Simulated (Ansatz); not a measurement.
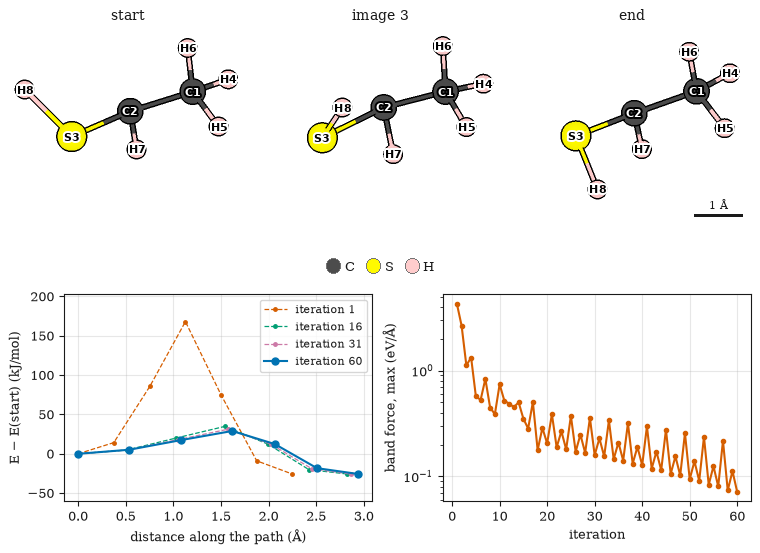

A search for the minimum-energy path of C2H5S (charge −1) by the nudged elastic band. Images are numbered from 0 (start) to 6 (end). The plot follows the band through its iterations. The picture is a ball-and-stick view, seen from a free direction.

Computed with Ansatz, RKS B3LYP-D4/def2-SVP. Set-up: 5 movable images; climbing image; force threshold 0.05 eV/Å; iteration limit 60; optimiser L-BFGS; starting path by image-dependent pair potential.

Question: Did the band converge, and can the barrier be trusted?

Answer: The result isn't final. The band hadn't converged when the run stopped after 60 iterations. The largest component of the band force went from 4.3 to 0.071 eV/Å. The barrier read from it is provisional, though the highest image hardly moved in the last two iterations. The first iteration put the highest image at 168.1 kJ/mol. Forward barrier 29.0 kJ/mol, backward barrier 54.7 kJ/mol, with image 3 at the top; the reaction energy is −25.7 kJ/mol.

Limits of the set-up: the basis has no diffuse functions, which an anion needs.

Cost: 9.5 min on 1 thread of Arm Neoverse V1 (shared host), peak memory 0.24 GiB.
